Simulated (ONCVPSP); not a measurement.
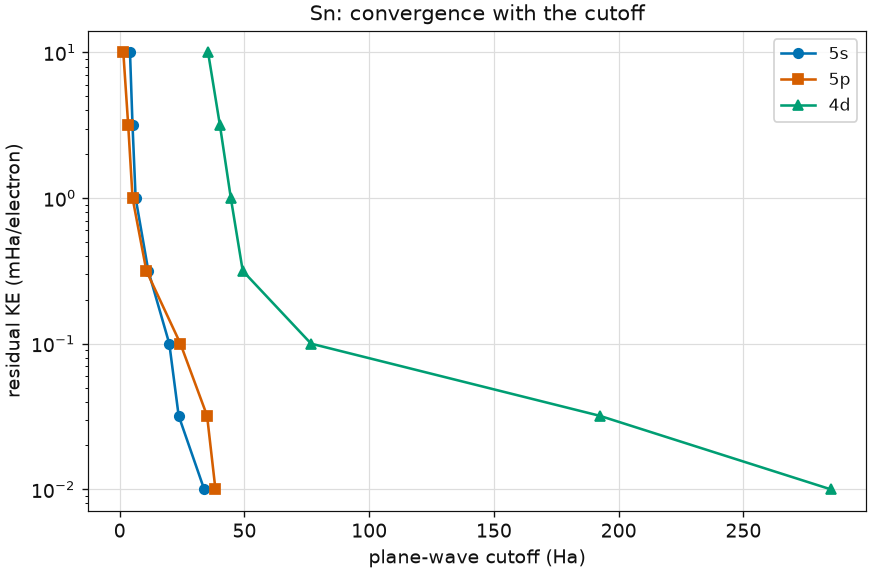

Residual kinetic energy of the pseudo-waves (the first of each channel, and further valence shells) beyond the plane-wave cutoff, as the generator prints it.

Input of ONCVPSP 4.0.1:

```
# ATOM AND REFERENCE CONFIGURATION
# atsym  z   nc   nv     iexc    psfile
  Sn 50.00    8    3        3      upf
#
#   n    l    f
    1    0    2.00
    2    0    2.00
    2    1    6.00
    3    0    2.00
    3    1    6.00
    3    2   10.00
    4    0    2.00
    4    1    6.00
    4    2   10.00
    5    0    1.75
    5    1    2.25
#
# PSEUDOPOTENTIAL AND OPTIMIZATION
# lmax
    2
#
#   l,   rc,      ep,       ncon, nbas, qcut
    0    1.75    0.00    3    6    3.30
    1    2.25    0.00    4    8    3.10
    2    1.00    0.00    4    9    9.80
#
# LOCAL POTENTIAL
# lloc, lpopt,  rc(5),   dvloc0
    4    5    0.80    0.00
#
# VANDERBILT-KLEINMAN-BYLANDER PROJECTORs
# l, nproj, debl
    0    2    3.10
    1    3    3.20
    2    3    0.50
#
# MODEL CORE CHARGE
# icmod, fcfact, rcfact
    3    1.50    1.45
#
# LOG DERIVATIVE ANALYSIS
# epsh1, epsh2, depsh
   -2.00    5.00    0.02
#
# OUTPUT GRID
# rlmax, drl
    6.00    0.01
#
# TEST CONFIGURATIONS
# ncnf
    4
# nvcnf
#   n    l    f
    3
    4    2   10.00
    5    0    2.00
    5    1    2.00
#
    3
    4    2   10.00
    5    0    2.00
    5    1    1.00
#
    3
    4    2   10.00
    5    0    2.00
    5    1    0.00
#
    3
    4    2   10.00
    5    0    0.00
    5    1    4.00
#
```

Command:
```bash
oncvpsp.x < Sn.dat > Sn.out
```

Functional and relativity: LDA (Perdew-Zunger), scalar-relativistic.

In the d channel the program set the typed energies aside and used -0.966, 0.250, 0.750 Ha.

Q: Which wave is the hardest at 1 mHa per electron, and which settings govern it?

A: 4d, with rc = 1.00 bohr and qcut = 9.8 1/bohr. The optimisation minimises, but can't always remove, the kinetic energy above qcut²/2 = 48.0 Ha, and a larger rc would as a rule soften the wave at some cost in transferability.

Q: Read the cutoffs for an error of 1 mHa per electron.

A: 4d: 45 Ha; 5s: 6.4 Ha; 5p: 5.2 Ha.

Q: Which cutoffs does the potential need for its occupied states?

A: 45 Ha for 1 mHa and 77 Ha for 0.1 mHa per electron. The first is set by 4d.

The potential isn't sound: its ghost test gives GHOST(-) flagged for s at -359.3 eV, p at -20.1 eV, d at -187.2 eV; GHOST(+) flagged for s at 93.5 eV (flags above 300 eV left out).
